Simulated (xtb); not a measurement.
**Frequency calculation of HfH$_{4}$O$_{2}$F$_{4}$ (part 2 of 2)**

The same run, continued: HfH$_{4}$O$_{2}$F$_{4}$ (trans-Hf(H2O)2F4); GFN2-xTB (xtb 6.7.1 later snapshot). The geometry was optimised with GFN2-xTB.

Geometry of the input (Å):
```
Hf 0.2974  0.2481  -0.0128
O  -0.0821  -0.0709  2.1300
H  -0.9718  -0.4042  1.9135
H  -0.1934  0.8668  2.3736
O  -0.1931  -0.1585  -2.1181
H  -0.6677  -0.9638  -1.8424
H  0.6961  -0.4471  -2.3959
F  1.9643  0.1890  -0.8556
F  -1.5668  0.4258  0.0316
F  0.5800  1.9326  0.7454
F  0.1372  -1.6177  0.0306
```

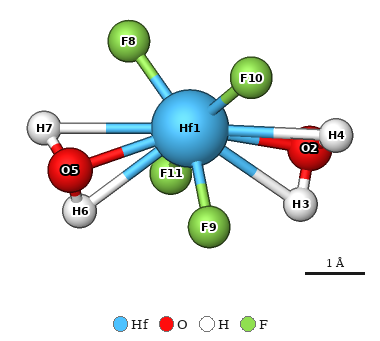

Fig. 1: The input geometry (ball-and-stick view, seen at a tilt; atoms are numbered from 1 in the order of the input). Sticks mark near contacts.

### Output, continued
```
         #    Occupation            Energy/Eh            Energy/eV
      -------------------------------------------------------------
         1        2.0000           -0.8830170             -24.0281
       ...           ...                  ...                  ...
        12        2.0000           -0.5378991             -14.6370
        13        2.0000           -0.4998396             -13.6013
        14        2.0000           -0.4928879             -13.4122
        15        2.0000           -0.4873211             -13.2607
        16        2.0000           -0.4863178             -13.2334
        17        2.0000           -0.4847455             -13.1906
        18        2.0000           -0.4809207             -13.0865
        19        2.0000           -0.4798430             -13.0572
        20        2.0000           -0.4787493             -13.0274
        21        2.0000           -0.4772735             -12.9873
        22        2.0000           -0.4745367             -12.9128
        23        2.0000           -0.4744666             -12.9109
        24        2.0000           -0.4733095             -12.8794 (HOMO)
        25                         -0.2562824              -6.9738 (LUMO)
        26                         -0.2454956              -6.6803
        27                         -0.2428114              -6.6072
        28                         -0.2182734              -5.9395
        29                         -0.1065519              -2.8994
        30                         -0.0306045              -0.8328
        31                          0.0012962               0.0353
        32                          0.1579421               4.2978
        33                          0.1784650               4.8563
        34                          0.2983890               8.1196
        35                          0.3711323              10.0990
       ...                                ...                  ...
        37                          1.2492052              33.9926
      -------------------------------------------------------------
                  HL-Gap            0.2170271 Eh            5.9056 eV
             Fermi-level           -0.3647959 Eh           -9.9266 eV

     #   Z          covCN         q      C6AA      α(0)
     1  72          4.517     1.342   118.498    15.883
     2   8          2.284    -0.467    22.126     6.353
     3   1          1.016     0.396     0.481     1.084
     4   1          0.898     0.393     0.491     1.096
     5   8          2.284    -0.467    22.126     6.353
     6   1          1.016     0.396     0.481     1.084
     7   1          0.897     0.392     0.491     1.096
     8   9          0.638    -0.486    14.693     4.523
     9   9          0.638    -0.507    14.976     4.567
    10   9          0.638    -0.486    14.693     4.523
    11   9          0.638    -0.507    14.976     4.567

 Mol. C6AA /au·bohr⁶  :       1468.314377
 Mol. C8AA /au·bohr⁸  :      72642.256628
 Mol. α(0) /au        :         51.128891

Wiberg/Mayer (AO) data.
largest (>0.10) Wiberg bond orders for each atom

 ---------------------------------------------------------------------------
     #   Z sym  total        # sym  WBO       # sym  WBO       # sym  WBO
 ---------------------------------------------------------------------------
     1  72      3.589 --    10      0.692     8      0.692     9      0.671
                            11      0.671     2      0.395     5      0.395
     2   8      2.176 --     4      0.819     3      0.817     1      0.395
Molecule has the following symmetry elements: (C2)
It seems to be the C2 point group
     3   1      0.843 --     2      0.817
     4   1      0.846 --     2      0.819
     5   8      2.176 --     7      0.819     6      0.817     1      0.395
     6   1      0.843 --     5      0.817
     7   1      0.846 --     5      0.819
     8   9      0.886 --     1      0.692
     9   9      0.858 --     1      0.671
    10   9      0.886 --     1      0.692
    11   9      0.858 --     1      0.671
 ---------------------------------------------------------------------------

Topologies differ in total number of bonds
Writing topology from bond orders to xtbtopo.mol

molecular dipole:
                 x           y           z       tot (Debye)
 q only:       -0.827      -0.690       0.036
   full:       -0.750      -0.625       0.032       2.484
molecular quadrupole (traceless):
                xx          xy          yy          xz          yz          zz
 q only:       -8.793       0.156      -8.458      -3.045       4.986      17.250
  q+dip:       -7.937       0.360      -7.552      -4.282       6.321      15.489
   full:       -8.167       0.144      -7.765      -3.680       5.645      15.932

           -------------------------------------------------
          |               Frequency Printout                |
           -------------------------------------------------
 projected vibrational frequencies (cm⁻¹)
eigval :       -0.00    -0.00     0.00     0.00     0.00     0.00
eigval :       53.34   108.18   114.35   134.45   144.48   175.35
eigval :      198.89   199.26   208.95   225.91   260.54   268.65
eigval :      271.35   400.32   422.81   428.95   437.03   480.77
eigval :      483.09   527.32   576.82  1436.65  1439.99  3359.44
eigval :     3360.72  3387.65  3395.91
 reduced masses (amu)
    1:     14.07    2:     12.27    3:     19.19    4:     16.39    5:     18.58    6:      9.60
    7:     10.69    8:      4.51    9:      1.71   10:      1.38   11:     13.58   12:      4.46
   13:     10.69   14:      3.29   15:     15.46   16:      4.08   17:      2.93   18:      4.53
   19:      4.82   20:      1.58   21:      1.25   22:      3.42   23:      9.90   24:     15.77
   25:      8.85   26:      1.34   27:      1.33   28:      1.08   29:      1.08   30:      1.08
   31:      1.08   32:      1.05   33:      1.05
 IR intensities (km·mol⁻¹)
    1:      0.98    2:      0.45    3:      0.05    4:      0.12    5:      0.20    6:      0.04
    7:      2.89    8:      0.12    9:     46.87   10:     31.84   11:     44.91   12:     75.68
   13:     66.46   14:     91.80   15:      2.56   16:      9.82   17:      1.54   18:      0.73
   19:    118.19   20:      8.12   21:     49.11   22:      0.05   23:      3.25   24:    127.90
   25:    172.12   26:   1015.37   27:     52.02   28:     50.33   29:    357.41   30:     76.14
   31:    192.57   32:    109.17   33:     37.65
 Raman intensities (Ä⁴*amu⁻¹)
    1:      0.00    2:      0.00    3:      0.00    4:      0.00    5:      0.00    6:      0.00
    7:      0.00    8:      0.00    9:      0.00   10:      0.00   11:      0.00   12:      0.00
   13:      0.00   14:      0.00   15:      0.00   16:      0.00   17:      0.00   18:      0.00
   19:      0.00   20:      0.00   21:      0.00   22:      0.00   23:      0.00   24:      0.00
   25:      0.00   26:      0.00   27:      0.00   28:      0.00   29:      0.00   30:      0.00
   31:      0.00   32:      0.00   33:      0.00
 output can be read by thermo (or use thermo option).
 writing <g98.out> molden fake output.
 recommended (thermochemical) frequency scaling factor: 1.0
           -------------------------------------------------
          |             Thermodynamic Functions             |
           -------------------------------------------------

c2  symmetry found (for desy threshold:  0.30E+00) used in thermo

          ...................................................
          :                      SETUP                      :
          :.................................................:
          :  # frequencies                          27      :
          :  # imaginary freq.                       0      :
          :  linear?                             false      :
          :  only rotor calc.                    false      :
          :  symmetry                               c2      :
          :  rotational number                       2      :
          :  scaling factor                  1.0000000      :
          :  rotor cutoff                   50.0000000 cm⁻¹ :
          :  imag. cutoff                  -20.0000000 cm⁻¹ :
          :.................................................:

    mode    ω/cm⁻¹     T·S(HO)/kcal·mol⁻¹    T·S(FR)/kcal·mol⁻¹   T·S(vib)
   ------------------------------------------------------------------------
       1     53.34    -1.39821 ( 56.43%)    -1.03709 ( 43.57%)    -1.24086
       2    108.18    -0.98426 ( 95.64%)    -0.82775 (  4.36%)    -0.97743
       3    114.35    -0.95218 ( 96.47%)    -0.81133 (  3.53%)    -0.94721
       4    134.45    -0.85907 ( 98.12%)    -0.76339 (  1.88%)    -0.85728
       5    144.48    -0.81801 ( 98.59%)    -0.74208 (  1.41%)    -0.81694
       6    175.35    -0.70879 ( 99.34%)    -0.68473 (  0.66%)    -0.70864
       7    198.89    -0.63904 ( 99.60%)    -0.64744 (  0.40%)    -0.63907
       8    199.26    -0.63801 ( 99.61%)    -0.64688 (  0.39%)    -0.63805
       9    208.95    -0.61204 ( 99.67%)    -0.63282 (  0.33%)    -0.61210
      10    225.91    -0.56983 ( 99.76%)    -0.60971 (  0.24%)    -0.56993
      11    260.54    -0.49438 ( 99.86%)    -0.56747 (  0.14%)    -0.49448
      12    268.65    -0.47849 ( 99.88%)    -0.55839 (  0.12%)    -0.47859
      13    271.35    -0.47333 ( 99.88%)    -0.55542 (  0.12%)    -0.47343
   ------------------------------------------------------------------------

   temp. (K)  partition function   enthalpy   heat capacity  entropy
                                   cal/mol     cal/K/mol   cal/K/mol   J/K/mol
 298.15  VIB  0.763E+04             6137.809     34.240     37.776
         ROT  0.191E+06              888.727      2.981     27.143
         INT  0.146E+10             7026.536     37.220     64.920
         TR   0.151E+27             1481.212      4.968     42.897
         TOT                        8507.7488    42.1885   107.8166   451.1046

       T/K    H(0)-H(T)+PV         H(T)/Eh          T*S/Eh         G(T)/Eh
   ------------------------------------------------------------------------
    298.15    0.135580E-01    0.648195E-01    0.512271E-01    0.135923E-01
   ------------------------------------------------------------------------

         :::::::::::::::::::::::::::::::::::::::::::::::::::::
         ::                  THERMODYNAMIC                  ::
         :::::::::::::::::::::::::::::::::::::::::::::::::::::
         :: total free energy         -31.005297998527 Eh   ::
         ::.................................................::
         :: total energy              -31.018890346234 Eh   ::
         :: zero point energy           0.051261526722 Eh   ::
         :: G(RRHO) w/o ZPVE           -0.037669179015 Eh   ::
         :: G(RRHO) contrib.            0.013592347707 Eh   ::
         :::::::::::::::::::::::::::::::::::::::::::::::::::::

           -------------------------------------------------
          | TOTAL ENERGY              -31.018890346234 Eh   |
          | TOTAL ENTHALPY            -30.954070858836 Eh   |
          | TOTAL FREE ENERGY         -31.005297998527 Eh   |
          | GRADIENT NORM               0.000045294456 Eh/α |
          | HOMO-LUMO GAP               5.905608199478 eV   |
           -------------------------------------------------

------------------------------------------------------------------------
------------------------------------------------------------------------
 total:
 *  cpu-time:     0 d,  0 h,  0 min,  0.510 sec
 * ratio c/w:     1.000 speedup
 SCF:
 *  cpu-time:     0 d,  0 h,  0 min,  0.012 sec
 * ratio c/w:     1.000 speedup
 analytical hessian:
 *  cpu-time:     0 d,  0 h,  0 min,  0.486 sec
 * ratio c/w:     1.000 speedup
```

### File vibspectrum
```
$vibrational spectrum
#  mode     symmetry     wave number   IR intensity    selection rules
#                         cm**(-1)      (km*mol⁻¹)        IR
     1                      -0.00         0.00000          -
     2                      -0.00         0.00000          -
     3                       0.00         0.00000          -
     4                       0.00         0.00000          -
     5                       0.00         0.00000          -
     6                       0.00         0.00000          -
     7        a             53.34         2.88643         YES
     8        a            108.18         0.12170         YES
     9        a            114.35        46.87470         YES
    10        a            134.45        31.83616         YES
    11        a            144.48        44.90842         YES
    12        a            175.35        75.67702         YES
    13        a            198.89        66.46012         YES
    14        a            199.26        91.79772         YES
    15        a            208.95         2.55502         YES
    16        a            225.91         9.82477         YES
    17        a            260.54         1.53701         YES
    18        a            268.65         0.73116         YES
    19        a            271.35       118.19370         YES
    20        a            400.32         8.11891         YES
    21        a            422.81        49.11021         YES
    22        a            428.95         0.04715         YES
    23        a            437.03         3.24811         YES
    24        a            480.77       127.90318         YES
    25        a            483.09       172.11805         YES
    26        a            527.32      1015.36849         YES
    27        a            576.82        52.01858         YES
    28        a           1436.65        50.33212         YES
    29        a           1439.99       357.41309         YES
    30        a           3359.44        76.13502         YES
    31        a           3360.72       192.56676         YES
    32        a           3387.65       109.16504         YES
    33        a           3395.91        37.64829         YES
$end
```

### Key numbers

| quantity | value |
| --- | --- |
| outcome | converged |
| electrons treated | 48 |
| total energy | −31.018890 hartree |
| dispersion energy | −0.005150 hartree |
| basis functions | 38 |
| HOMO | −12.88 eV |
| LUMO | −6.97 eV |
| zero-point energy | 0.051262 hartree |
| dipole moment | 2.48 D |
| wavenumbers, lowest and highest | 53 and 3396 cm⁻¹ |
| hardware | 1 thread of Arm Neoverse N1, 16 GiB of memory available, shared host |
| wall time | 0.52 s |
| peak memory | 0.073 GiB |
